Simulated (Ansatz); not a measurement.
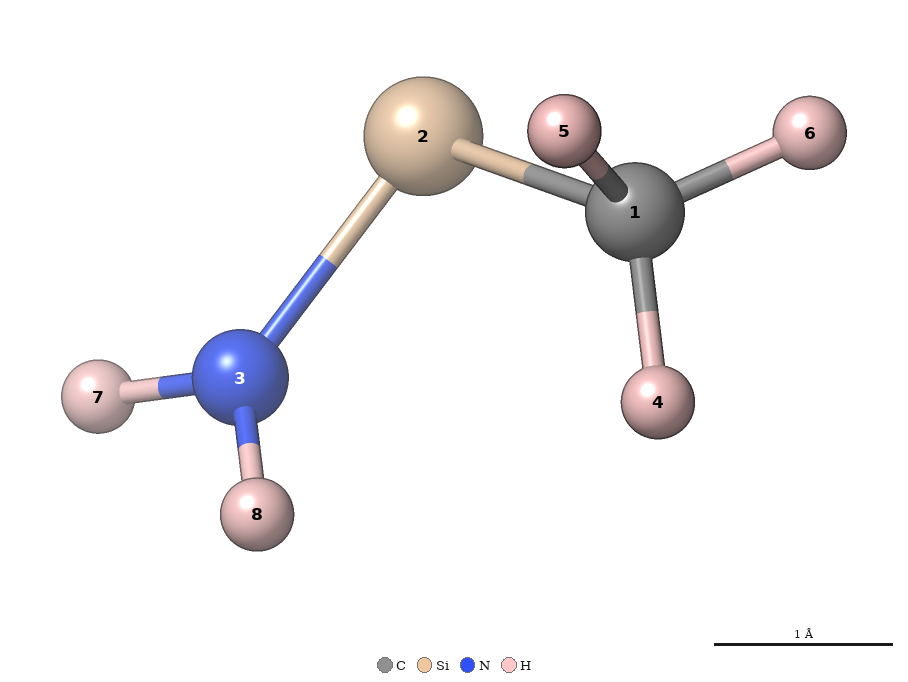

Source: calculation with Ansatz.

Orthographic view. Atoms fade into the background with distance from the viewer. Geometry: relaxed with PBE0-D4/def2-TZVP with one coordinate held away from its value at the minimum.

Give the distance matrix in Å.

| atom | C1 | Si2 | N3 | H4 | H5 | H6 | H7 | H8 |
| --- | --- | --- | --- | --- | --- | --- | --- | --- |
| C1 | 0.00 |  |  |  |  |  |  |  |
| Si2 | 1.90 | 0.00 |  |  |  |  |  |  |
| N3 | 2.75 | 1.71 | 0.00 |  |  |  |  |  |
| H4 | 1.09 | 2.57 | 2.79 | 0.00 |  |  |  |  |
| H5 | 1.10 | 2.47 | 3.20 | 1.77 | 0.00 |  |  |  |
| H6 | 1.09 | 2.51 | 3.67 | 1.78 | 1.75 | 0.00 |  |  |
| H7 | 3.73 | 2.40 | 1.01 | 3.79 | 4.14 | 4.62 | 0.00 |  |
| H8 | 2.81 | 2.45 | 1.01 | 2.50 | 3.19 | 3.81 | 1.67 | 0.00 |
